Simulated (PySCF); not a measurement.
Input

```
{"job": {"kind": "uv", "xc": "B3LYP", "basis": "def2-SVPD", "nstates": 8, "ntriplets": 3}, "charge": 0, "multiplicity": 1}
C     -2.030706    -0.270817    -0.083987
O     -0.622929    -0.389888    -0.293640
C      0.153136     0.549493     0.228358
O     -0.227794     1.495825     0.855808
Ge     2.049850     0.053003    -0.199794
Cl     2.712089    -1.254260     1.303184
H     -2.394122     0.659721    -0.523235
H     -2.250678    -0.268981     0.984708
H     -2.487632    -1.128721    -0.569587
H      2.124243    -0.689380    -1.517636
H      2.979968     1.246675    -0.210143
```

Run with:

```sh
OMP_NUM_THREADS=1 python probes_run.py task.json out
```

Geometry: GFN2-xTB.

These are results of B3LYP/def2-SVPD, SCF density, gas phase in PySCF, not measurements.

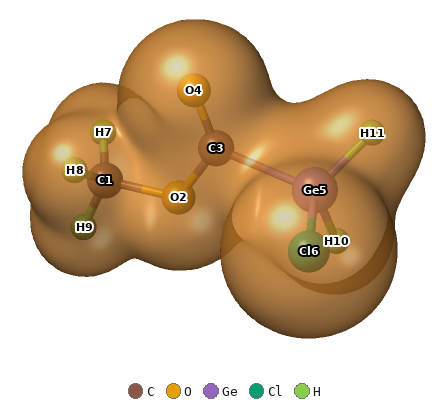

C2H5ClGeO2. Isosurface of the electron density at 0.05 e/Å³ (orange), seen at a tilt.

### What does this surface tell about the bonding?

At this value the surface is in one piece. It bridges the sampled C–O (1.20 Å), C–Ge (2.01 Å), Ge–Cl (2.10 Å) and C–H (1.09 Å) contacts, where the density stays above the isovalue. On the grid the lowest density along these lines, outside the cores, is 2.9 e/Å³ (C–O, 1.20 Å), 0.83 e/Å³ (C–Ge, 2.01 Å), 0.73 e/Å³ (Ge–Cl, 2.10 Å) and 1.9 e/Å³ (C–H, 1.09 Å).
